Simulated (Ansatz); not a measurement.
## Single-point calculation of GeH6SO

GeH6SO, computed with RKS PBE0-D4/def2-TZVPP (Ansatz 0.2.0).

The geometry is the product side of a reaction. The reaction was set up to form Ge1–S7 and O2–H6 and to break Ge1–O2 and H6–S7 (atoms counted from 1 in the order of the input); sticks are drawn by distance alone. The geometry comes from this level: PBE0-D4/def2-TZVP.

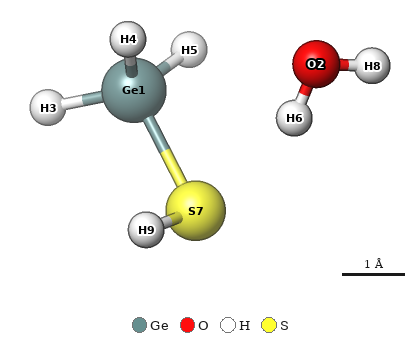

*The input geometry (ball-and-stick view, seen at a tilt; atoms are numbered from 1 in the order of the input). Sticks mark near contacts.*

### Summary

- outcome: converged
- total energy: −69487.3220 eV
- mean-field energy: −69487.1947 eV
- dispersion energy: −0.1273 eV
- SCF solution under orbital rotations: stable
- HOMO: −7.59 eV
- LUMO: −0.12 eV
- hardware: 4 threads of Arm Neoverse V1, 23 GiB of memory available, shared host
- wall time: 3.7 s (CPU time 11 s)
- peak memory: 0.46 GiB

### Input
```yaml
crystal:
  periodic: [false, false, false]
  atoms:
    - {symbol: Ge, position_ang: [-0.939846, -0.603408, -0.760146]}
    - {symbol: O, position_ang: [0.582562, 0.909788, 1.968602]}
    - {symbol: H, position_ang: [-1.445686, -1.441589, -1.944971]}
    - {symbol: H, position_ang: [-0.819637, -1.463264, 0.500304]}
    - {symbol: H, position_ang: [-1.831583, 0.620829, -0.543404]}
    - {symbol: H, position_ang: [1.032921, 0.817293, 1.118592]}
    - {symbol: S, position_ang: [1.064482, 0.249335, -1.284883]}
    - {symbol: H, position_ang: [0.651597, 1.841108, 2.188562]}
    - {symbol: H, position_ang: [1.705190, -0.930190, -1.242657]}
basis:
  gaussian: {orbitals: def2-TZVPP}
hamiltonian: {xc: pbe0, dispersion: d4}
output: {orbitals: {seedname: orbitals}}
```

Command:
```bash
ansatz run in.yaml --threads 4 --pin off --events-out ev --progress --plain --max-ram 9574MiB
```

### Log
```
Functional definition: PBE0
  name "PBE0"
  cite "Adamo & Barone, J. Chem. Phys. 110, 6158 (1999) doi:10.1063/1.478522"
  cite "Perdew, Burke & Ernzerhof, Phys. Rev. Lett. 77, 3865 (1996) doi:10.1103/PhysRevLett.77.3865"
  parent pbe
  parameter a = 0.25
  parameter kappa = 0.804
  parameter beta = 0.06672455060314922
  exchange = (1 - a)*pbe_x(kappa = kappa, mu = beta*pi^2/3) + a*exact_x
  correlation = pbe_c(beta = beta)
1221 factors; their error is unknown
mean field evaluation 1: about -69482.5036 eV, gradient 5.4e1 eV
mean field evaluation 2: about -69476.9219 eV, gradient 7.8e1 eV
mean field evaluation 4: about -69486.9016 eV, gradient 2.6e0 eV
mean field evaluation 8: about -69486.9099 eV, gradient 2.5e-2 eV
mean field evaluation 16: about -69487.1947 eV, gradient 2.2e-5 eV
mean field -69487.19466005 eV, -2553.6073036445 hartree, gradient 2.2e-5 eV, S^2 0.000000; 0 other end points of the search recorded, 0 dependent functions left out
reference -69487.19468995 eV, -2553.6073047435 hartree; 31, 31 occupied and 174, 174 virtual orbitals, 1221 factors
Total energy: -69487.32198643 eV, -2553.6119828029 hartree
```

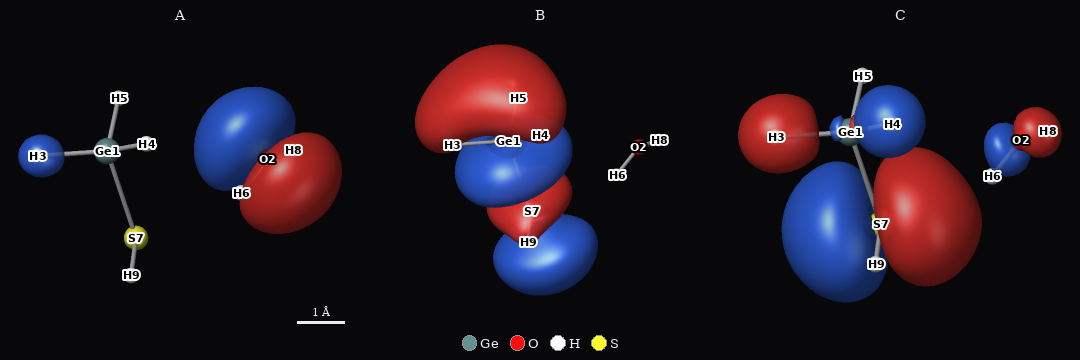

*Three frontier orbitals at ±0.08 Å⁻³ᐟ² (blue and red are the two phases).*

A is the HOMO−1 (−8.62 eV). C is the HOMO (−7.59 eV). B is the LUMO (−0.12 eV). Its weight (Hirshfeld) is mainly on Ge1 (45 %) and S7 (35 %). The HOMO–LUMO gap is 7.47 eV between the orbital energies.

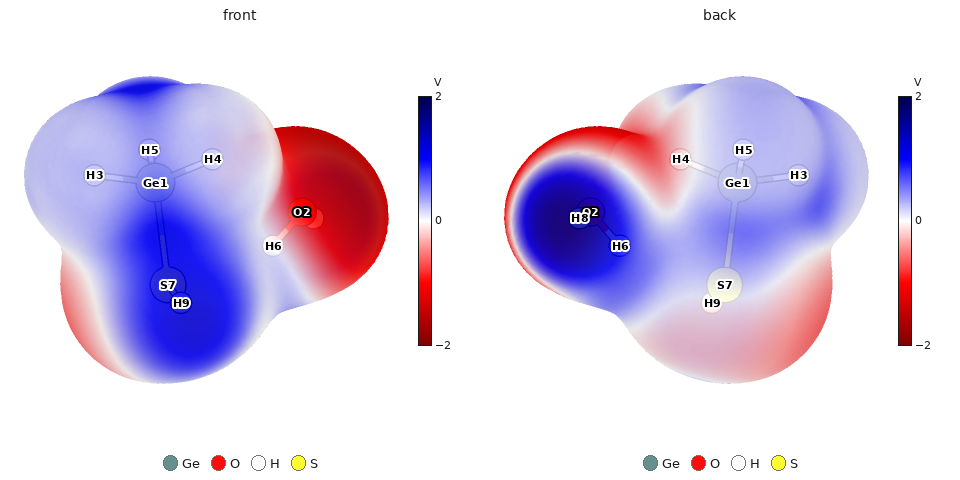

*The electrostatic potential painted on the density surface at 0.001 e/bohr³, seen at a tilt and from behind; the colour scale runs from red (negative) to blue (positive).*

A positive charge is drawn to the negative regions and a negative charge to the positive ones.

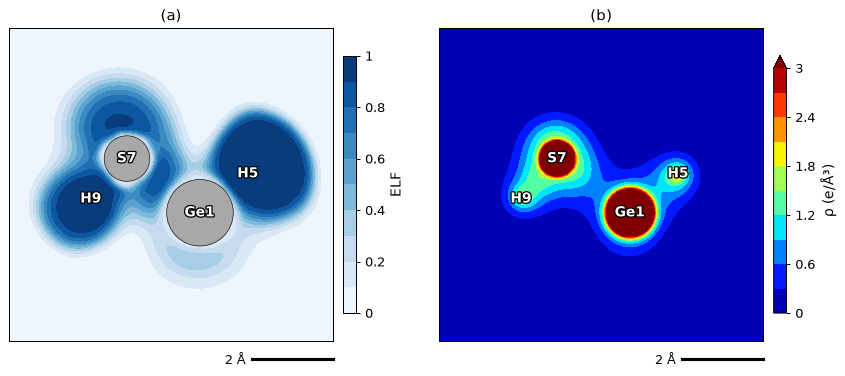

*(a) ELF; (b) total electron density on the plane of atoms H5, Ge1 and S7. Grey discs, where drawn, cover atomic cores.*

Atoms in the plane: Ge, H and S. Ge–S (2.24 Å): ρ at the midpoint is about 0.72 e/Å³; the ELF peaks at about 0.90 in the valence shell of S, 0.9 Å from its nucleus, and is about 0.80 at the midpoint. S–H (1.34 Å): ρ at the midpoint is about 1.5 e/Å³; the ELF climbs to about 1 towards the hydrogen, as it does in any bond to H.

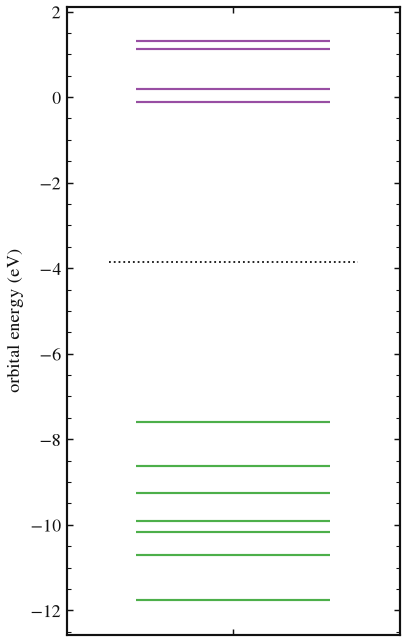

*Orbital energies near the frontier; the dotted line parts filled from empty levels, and levels within 0.02 eV of each other stand side by side.*

Highest filled −7.59 eV, lowest empty −0.12 eV, 7.47 eV apart.
